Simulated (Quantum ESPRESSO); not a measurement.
# BaLiF3 (Pm-3m): modes at Γ and the response to a field, part 2 of 3

Aim: the zone-centre modes of BaLiF3 (Pm-3m).

Quantum ESPRESSO 7.5; DFT LDA, scalar-relativistic, plane waves, PseudoDojo norm-conserving pseudopotentials.

So far. Step 2 (A probe with smearing): A gap of 6.6 eV opens on this mesh, so the crystal is taken as an insulator; the start stands at -5.7 GPa. Step 4 (Self-consistent run for the response): The cell stands at -0.011 GPa, close enough for phonons. The relaxed cell has a = 3.892 Å (conventional setting).

## (5) Linear response at Γ

At q = 0 one unit cell holds all displacements; symmetry groups them into irreducible representations that are solved one by one. The response to a field gives ε∞ and the Born charges, which polar modes need.

Input file ph.in:

```
phonons
&inputph
   prefix = 'x'
   outdir = './tmp'
   fildyn = 'g.dyn'
   tr2_ph = 1.0d-18
   epsil = .true.
/
0.000000000000 0.000000000000 0.000000000000
```

The run is started by

```bash
$ OMP_NUM_THREADS=1 mpirun -n 4 ph.x -nk 4 -in ph.in > ph.out
```

The log of the run:

```text
[banners, grids, parts of the stress and lines that vanish by symmetry left out]
[banner, memory and clock lines left out]
Program PHONON v.7.5

     ./tmp/x.save/

     IMPORTANT: XC functional enforced from input :
     Exchange-correlation= PW
                           (   1   4   0   0   0   0   0)
     Any further DFT definition will be discarded
     Please, verify this is what you really want

     G-vector sticks info

     Reading collected, re-writing distributed wavefunctions in ./tmp/

     Number and degeneracy of irreps per q-point
       N         xq(1)         xq(2)         xq(3)   N irreps
       1   0.000000000   0.000000000   0.000000000       5
        3   3   3   3   3

     Calculation of q =    0.0000000   0.0000000   0.0000000

     phonons

     bravais-lattice index     =            1
     lattice parameter (alat)  =       7.3557  a.u.
     unit-cell volume          =     397.9858 (a.u.)^3
     number of atoms/cell      =            5
     number of atomic types    =            3
     kinetic-energy cut-off    =      92.0000  Ry
     charge density cut-off    =     368.0000  Ry
     convergence threshold     =      1.0E-18
     beta                      =       0.7000
     number of iterations used =            4
     Exchange-correlation= PW
                           (   1   4   0   0   0   0   0)

     celldm(1)=    7.35567  celldm(2)=    0.00000  celldm(3)=    0.00000
     celldm(4)=    0.00000  celldm(5)=    0.00000  celldm(6)=    0.00000

     crystal axes: (cart. coord. in units of alat)
               a(1) = (  1.0000  0.0000  0.0000 )
               a(2) = (  0.0000  1.0000  0.0000 )
               a(3) = (  0.0000  0.0000  1.0000 )

     reciprocal axes: (cart. coord. in units 2 pi/alat)
               b(1) = (  1.0000  0.0000  0.0000 )
               b(2) = (  0.0000  1.0000  0.0000 )
               b(3) = (  0.0000  0.0000  1.0000 )

     Atoms inside the unit cell:

     Cartesian axes

     site n.  atom      mass           positions (alat units)
        1  Ba    137.3270   tau(    1) = (    0.00000    0.00000    0.00000  )
        2  Li      6.9400   tau(    2) = (    0.50000    0.50000    0.50000  )
        3  F      18.9984   tau(    3) = (    0.00000    0.50000    0.50000  )
        4  F      18.9984   tau(    4) = (    0.50000    0.50000    0.00000  )
        5  F      18.9984   tau(    5) = (    0.50000    0.00000    0.50000  )

     Computing dynamical matrix for
                    q = (   0.0000000   0.0000000   0.0000000 )

     49 Sym.Ops. (with q -> -q+G )

     G cutoff =  504.3513  (  47401 G-vectors)     FFT grid: ( 45, 45, 45)
     number of k points=    35
                       cart. coord. in units 2pi/alat
        k(    1) = (   0.0000000   0.0000000   0.0000000), wk =   0.0039062
        k(    2) = (   0.0000000   0.0000000   0.1250000), wk =   0.0234375
        k(    3) = (   0.0000000   0.0000000   0.2500000), wk =   0.0234375
        [... further k-points left out ...]

     PseudoPot. # 1 for Ba read from file:
     ./pseudo/Ba.upf
     Pseudo is Norm-conserving + core correction, Zval = 10.0

     PseudoPot. # 2 for Li read from file:
     ./pseudo/Li.upf
     Pseudo is Norm-conserving, Zval =  3.0

     PseudoPot. # 3 for F  read from file:
     ./pseudo/F.upf
     Pseudo is Norm-conserving + core correction, Zval =  7.0

     Mode symmetry, O_h (m-3m)  point group:

     Electric field:
     Dielectric constant
     Born effective charges as d Force / d E

     Atomic displacements:
     There are    5 irreducible representations

     Representation     1      3 modes -  To be done

     Representation     2      3 modes -  To be done

     Representation     3      3 modes -  To be done

     Representation     4      3 modes -  To be done

     Representation     5      3 modes -  To be done

     Alpha used in Ewald sum =   2.8000

     Electric Fields Calculation

      iter #   1   av.it.:   6.7
      thresh= 1.000E-02 alpha_mix =  0.700 |ddv_scf|^2 =  4.222E-08

      [... iterations left out ...]
      iter #   8   av.it.:  12.9
      thresh= 2.172E-10 alpha_mix =  0.700 |ddv_scf|^2 =  1.870E-19

     End of electric fields calculation

          Dielectric constant in cartesian axis

          (       2.716870599       0.000000000       0.000000000 )
          (       0.000000000       2.716870599       0.000000000 )
          (       0.000000000       0.000000000       2.716870599 )

          Effective charges (d Force / dE) in cartesian axis without acoustic sum rule applied (asr)

           atom    1  Ba    Mean Z*:        2.77597
      Ex  (        2.77597        0.00000        0.00000 )
      Ey  (        0.00000        2.77597        0.00000 )
      Ez  (        0.00000        0.00000        2.77597 )
           atom    2  Li    Mean Z*:        1.04949
      Ex  (        1.04949        0.00000        0.00000 )
      Ey  (        0.00000        1.04949        0.00000 )
      Ez  (        0.00000        0.00000        1.04949 )
           atom    3  F     Mean Z*:       -1.27527
      Ex  (       -1.02614        0.00000        0.00000 )
      Ey  (        0.00000       -1.39983        0.00000 )
      Ez  (        0.00000        0.00000       -1.39983 )
           atom    4  F     Mean Z*:       -1.27527
      Ex  (       -1.39983        0.00000        0.00000 )
      Ey  (        0.00000       -1.39983        0.00000 )
      Ez  (        0.00000        0.00000       -1.02614 )
           atom    5  F     Mean Z*:       -1.27527
      Ex  (       -1.39983        0.00000        0.00000 )
      Ey  (        0.00000       -1.02614        0.00000 )
      Ez  (        0.00000        0.00000       -1.39983 )

          Effective charges Sum: Mean:       -0.00033
             -0.00033        0.00000        0.00000
              0.00000       -0.00033        0.00000
              0.00000        0.00000       -0.00033

          Effective charges (d Force / dE) in cartesian axis with asr applied:
           atom    1  Ba    Mean Z*:        2.77604
      E*x (        2.77604        0.00000        0.00000 )
      E*y (        0.00000        2.77604        0.00000 )
      E*z (        0.00000        0.00000        2.77604 )
           atom    2  Li    Mean Z*:        1.04956
      E*x (        1.04956        0.00000        0.00000 )
      E*y (        0.00000        1.04956        0.00000 )
      E*z (        0.00000        0.00000        1.04956 )
           atom    3  F     Mean Z*:       -1.27520
      E*x (       -1.02607        0.00000        0.00000 )
      E*y (        0.00000       -1.39976        0.00000 )
      E*z (        0.00000        0.00000       -1.39976 )
           atom    4  F     Mean Z*:       -1.27520
      E*x (       -1.39976        0.00000        0.00000 )
      E*y (        0.00000       -1.39976        0.00000 )
      E*z (        0.00000        0.00000       -1.02607 )
           atom    5  F     Mean Z*:       -1.27520
      E*x (       -1.39976        0.00000        0.00000 )
      E*y (        0.00000       -1.02607        0.00000 )
      E*z (        0.00000        0.00000       -1.39976 )

     Representation #   1 modes #   1   2   3

     Self-consistent Calculation

      iter #   1   av.it.:   7.5
      thresh= 1.000E-02 alpha_mix =  0.700 |ddv_scf|^2 =  7.682E-07

      [... iterations left out ...]
      iter #   8   av.it.:  13.2
      thresh= 3.026E-10 alpha_mix =  0.700 |ddv_scf|^2 =  3.768E-19

     End of self-consistent calculation

     Convergence has been achieved

     Representation #   2 modes #   4   5   6

     Self-consistent Calculation

      iter #   1   av.it.:   4.8
      thresh= 1.000E-02 alpha_mix =  0.700 |ddv_scf|^2 =  6.629E-08

      [... iterations left out ...]
      iter #   8   av.it.:  12.8
      thresh= 3.892E-10 alpha_mix =  0.700 |ddv_scf|^2 =  1.248E-19

     End of self-consistent calculation

     Convergence has been achieved

     Representation #   3 modes #   7   8   9

     Self-consistent Calculation

      iter #   1   av.it.:   6.4
      thresh= 1.000E-02 alpha_mix =  0.700 |ddv_scf|^2 =  2.486E-07

      [... iterations left out ...]
      iter #   8   av.it.:  12.9
      thresh= 1.225E-10 alpha_mix =  0.700 |ddv_scf|^2 =  3.653E-20

     End of self-consistent calculation

     Convergence has been achieved

     Representation #   4 modes #  10  11  12

     Self-consistent Calculation

      iter #   1   av.it.:   7.3
      thresh= 1.000E-02 alpha_mix =  0.700 |ddv_scf|^2 =  7.684E-07

      [... iterations left out ...]
      iter #   8   av.it.:  13.3
      thresh= 1.917E-10 alpha_mix =  0.700 |ddv_scf|^2 =  1.582E-19

     End of self-consistent calculation

     Convergence has been achieved

     Representation #   5 modes #  13  14  15

     Self-consistent Calculation

      iter #   1   av.it.:   7.2
      thresh= 1.000E-02 alpha_mix =  0.700 |ddv_scf|^2 =  3.792E-07

      [... iterations left out ...]
      iter #   7   av.it.:  13.0
      thresh= 1.335E-10 alpha_mix =  0.700 |ddv_scf|^2 =  8.409E-20

     End of self-consistent calculation

     Convergence has been achieved

     Number of q in the star =    1
     List of q in the star:
          1   0.000000000   0.000000000   0.000000000

          Dielectric constant in cartesian axis

          (       2.716870599       0.000000000       0.000000000 )
          (       0.000000000       2.716870599       0.000000000 )
          (       0.000000000       0.000000000       2.716870599 )

          Effective charges (d Force / dE) in cartesian axis without acoustic sum rule applied (asr)

           atom    1  Ba    Mean Z*:        2.77597
      Ex  (        2.77597        0.00000        0.00000 )
      Ey  (        0.00000        2.77597        0.00000 )
      Ez  (        0.00000        0.00000        2.77597 )
           atom    2  Li    Mean Z*:        1.04949
      Ex  (        1.04949        0.00000        0.00000 )
      Ey  (        0.00000        1.04949        0.00000 )
      Ez  (        0.00000        0.00000        1.04949 )
           atom    3  F     Mean Z*:       -1.27527
      Ex  (       -1.02614        0.00000        0.00000 )
      Ey  (        0.00000       -1.39983        0.00000 )
      Ez  (        0.00000        0.00000       -1.39983 )
           atom    4  F     Mean Z*:       -1.27527
      Ex  (       -1.39983        0.00000        0.00000 )
      Ey  (        0.00000       -1.39983        0.00000 )
      Ez  (        0.00000        0.00000       -1.02614 )
           atom    5  F     Mean Z*:       -1.27527
      Ex  (       -1.39983        0.00000        0.00000 )
      Ey  (        0.00000       -1.02614        0.00000 )
      Ez  (        0.00000        0.00000       -1.39983 )

          Effective charges Sum: Mean:       -0.00033
             -0.00033        0.00000        0.00000
              0.00000       -0.00033        0.00000
              0.00000        0.00000       -0.00033

          Effective charges (d Force / dE) in cartesian axis with asr applied:
           atom    1  Ba    Mean Z*:        2.77604
      E*x (        2.77604        0.00000        0.00000 )
      E*y (        0.00000        2.77604        0.00000 )
      E*z (        0.00000        0.00000        2.77604 )
           atom    2  Li    Mean Z*:        1.04956
      E*x (        1.04956        0.00000        0.00000 )
      E*y (        0.00000        1.04956        0.00000 )
      E*z (        0.00000        0.00000        1.04956 )
           atom    3  F     Mean Z*:       -1.27520
      E*x (       -1.02607        0.00000        0.00000 )
      E*y (        0.00000       -1.39976        0.00000 )
      E*z (        0.00000        0.00000       -1.39976 )
           atom    4  F     Mean Z*:       -1.27520
      E*x (       -1.39976        0.00000        0.00000 )
      E*y (        0.00000       -1.39976        0.00000 )
      E*z (        0.00000        0.00000       -1.02607 )
           atom    5  F     Mean Z*:       -1.27520
      E*x (       -1.39976        0.00000        0.00000 )
      E*y (        0.00000       -1.02607        0.00000 )
      E*z (        0.00000        0.00000       -1.39976 )

     Diagonalizing the dynamical matrix

     q = (    0.000000000   0.000000000   0.000000000 )

 **************************************************************************
     freq (    1) =       0.033854 [THz] =       1.129248 [cm-1]
     freq (    2) =       0.033854 [THz] =       1.129248 [cm-1]
     freq (    3) =       0.033854 [THz] =       1.129248 [cm-1]
     freq (    4) =       4.562745 [THz] =     152.196805 [cm-1]
     freq (    5) =       4.562745 [THz] =     152.196805 [cm-1]
     freq (    6) =       4.562745 [THz] =     152.196805 [cm-1]
     freq (    7) =       6.109649 [THz] =     203.795959 [cm-1]
     freq (    8) =       6.109649 [THz] =     203.795959 [cm-1]
     freq (    9) =       6.109649 [THz] =     203.795959 [cm-1]
     freq (   10) =       9.841316 [THz] =     328.270965 [cm-1]
     freq (   11) =       9.841316 [THz] =     328.270965 [cm-1]
     freq (   12) =       9.841316 [THz] =     328.270965 [cm-1]
     freq (   13) =      12.137441 [THz] =     404.861451 [cm-1]
     freq (   14) =      12.137441 [THz] =     404.861451 [cm-1]
     freq (   15) =      12.137441 [THz] =     404.861451 [cm-1]
 **************************************************************************

     Mode symmetry, O_h (m-3m)  point group:

     freq (   1-   3) =          1.1  [cm-1]   --> T_1u G_15  G_4- I
     freq (   4-   6) =        152.2  [cm-1]   --> T_1u G_15  G_4- I
     freq (   7-   9) =        203.8  [cm-1]   --> T_2u G_25  G_5-
     freq (  10-  12) =        328.3  [cm-1]   --> T_1u G_15  G_4- I
     freq (  13-  15) =        404.9  [cm-1]   --> T_1u G_15  G_4- I
```

Run time: 12 min. Hardware: 4 MPI ranks of Intel Xeon at 2.70GHz, shared host; 48 min of CPU time.

Read from the output:

```
miss of the charge sum rule                                       : 3.40e-4 e
largest acoustic frequency at the zone centre before the sum rule : 1.13 cm⁻¹
highest optical zone-centre mode (no LO-TO term)                  : 404.9 cm⁻¹
lowest optical zone-centre mode                                   : 152.2 cm⁻¹
mean high-frequency dielectric constant                           : 2.717
largest Born charge in size (third of the trace)                  : 2.776 e
```

Born charge (rows field, columns displacement), before the sum rule (e), principal values of the symmetric part by kind of site:

| atom | atoms with these values | low | middle | high | mean |
| --- | --- | --- | --- | --- | --- |
| Ba1 | 1 | 2.78 | 2.78 | 2.78 | 2.78 |
| Li2 | 1 | 1.05 | 1.05 | 1.05 | 1.05 |
| F3 | 3 | -1.40 | -1.40 | -1.03 | -1.28 |

In full for F3:

```
-1.03  0.00  0.00
 0.00 -1.40  0.00
 0.00  0.00 -1.40
```

High-frequency dielectric tensor:

```
2.72 0.00 0.00
0.00 2.72 0.00
0.00 0.00 2.72
```

The acoustic modes at Γ come out as far as 1.1 cm⁻¹ from zero, where they should vanish, a small numerical error; the Born charges miss their sum rule by 3.4e-4 e, which is good.

## (6) Modes with the sum rule

A rigid shift of the crystal must cost nothing, but grids and finite bases break this; the acoustic sum rule is imposed before the matrix is diagonalised again. With Born charges the intensities follow, and the static dielectric tensor.

Input file dynmat.in:

```
&input
   fildyn = 'g.dyn'
   asr = 'simple'
   fileig = 'dynmat.eig'
   lperm = .true.
/
```

The run is started by

```bash
$ dynmat.x -in dynmat.in > dynmat.out
```

The log of the run:

```text
[banner, memory and clock lines left out]
Program DYNMAT v.7.5

     Reading Dynamical Matrix from file g.dyn
     ...Force constants read
     ...epsilon and Z* read
     A direction for q was not specified:TO-LO splitting will be absent

     Polarizability (A^3 units)
     multiply by 0.636015 for Clausius-Mossotti correction
         8.057470    0.000000    0.000000
         0.000000    8.057470    0.000000
         0.000000    0.000000    8.057470

     IR activities are in (D/A)^2/amu units

# mode   [cm-1]    [THz]      IR
    1      0.00    0.0000    0.0000
    2      0.00    0.0000    0.0000
    3      0.00    0.0000    0.0000
    4    152.20    4.5628    5.1996
    5    152.20    4.5628    5.1996
    6    152.20    4.5628    5.1996
    7    203.80    6.1099    0.0000
    8    203.80    6.1099    0.0000
    9    203.80    6.1099    0.0000
   10    328.27    9.8413    0.8122
   11    328.27    9.8413    0.8122
   12    328.27    9.8413    0.8122
   13    404.82   12.1361    4.9822
   14    404.82   12.1361    4.9822
   15    404.82   12.1361    4.9822

Electronic dielectric permittivity tensor (relative, adimensional)
         2.716871    0.000000    0.000000
         0.000000    2.716871    0.000000
         0.000000    0.000000    2.716871

 ... with zone-center polar mode contributions
        12.206699   -0.000000   -0.000000
        -0.000000   12.206699   -0.000000
        -0.000000   -0.000000   12.206699

[end of the log left out, with the tail of the file of modes that dynmat.x writes under the same name]
```

It took 0.71 s on 1 thread.

Numbers from this step:

| Property | Result |
| --- | --- |
| highest optical zone-centre mode (no LO-TO term) | 404.8 cm⁻¹ |
| mean static dielectric constant | 12.21 |

Unit eigenvectors of the mass-weighted matrix after the sum rule; no LO-TO term. The modes at Γ (shares of kinetic energy by element, %):

| mode | frequency (cm⁻¹) | symmetry | Ba % | Li % | F % |
| --- | --- | --- | --- | --- | --- |
| 1 | 0.0 | acoustic | 68 | 3 | 28 |
| 2 | 0.0 | acoustic | 68 | 3 | 28 |
| 3 | 0.0 | acoustic | 68 | 3 | 28 |
| 4 | 152.2 | T1u | 31 | 3 | 66 |
| 5 | 152.2 | T1u | 31 | 3 | 66 |
| 6 | 152.2 | T1u | 31 | 3 | 66 |
| 7 | 203.8 | T2u | 0 | 0 | 100 |
| 8 | 203.8 | T2u | 0 | 0 | 100 |
| 9 | 203.8 | T2u | 0 | 0 | 100 |
| 10 | 328.3 | T1u | 0 | 5 | 95 |
| 11 | 328.3 | T1u | 0 | 5 | 95 |
| 12 | 328.3 | T1u | 0 | 5 | 95 |
| 13 | 404.8 | T1u | 0 | 89 | 11 |
| 14 | 404.8 | T1u | 0 | 89 | 11 |
| 15 | 404.8 | T1u | 0 | 89 | 11 |

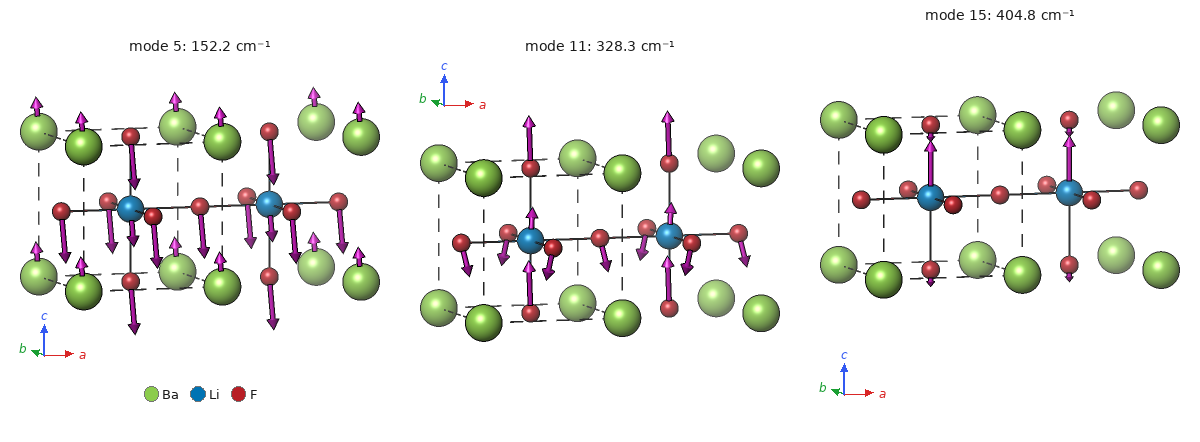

Displacement patterns of modes 5, 11 and 15 at Γ; arrows are exaggerated. 2×1×1 cells are drawn. Some periodic images of atoms are drawn too.

Degenerate modes summed, no LO-TO term. Lines of the infrared spectrum (strongest = 100):

| position (cm⁻¹) | lines merged | label | IR intensity, relative |
| --- | --- | --- | --- |
| 152 | 3 | T1u | 100 |
| 204 | 3 | T2u | 0.0 |
| 328 | 3 | T1u | 16 |
| 405 | 3 | T1u | 96 |

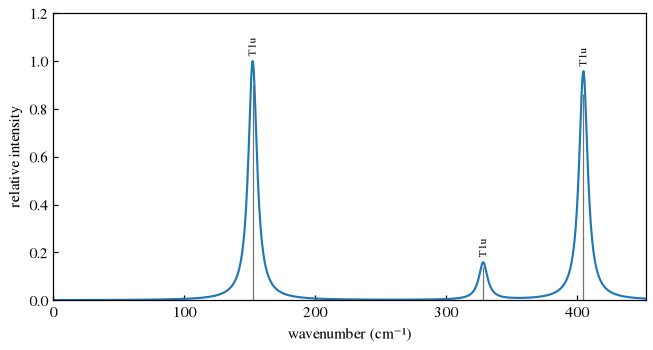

The infrared spectrum, broadened with Lorentzians of width 8 cm⁻¹; bars mark the lines.

Static dielectric tensor (ions relaxed, fixed cell):

```
12.21  0.00  0.00
 0.00 12.21  0.00
 0.00  0.00 12.21
```

The rule moves no optical mode by more than 0.1 cm⁻¹.

(Continued in part 3 of 3.)

[Host names and launcher messages were left out of these logs when they were recorded.]

[Logs are printed without paths, hosts, clocks, repeated set-up lines and the standing remarks that a program may print on its own settings, such as how far it seeks lower states.]

[Hosts, paths, dates, database ids (printed as entryN), source tags and the programs' standing remarks are cut or masked in the printed files.]
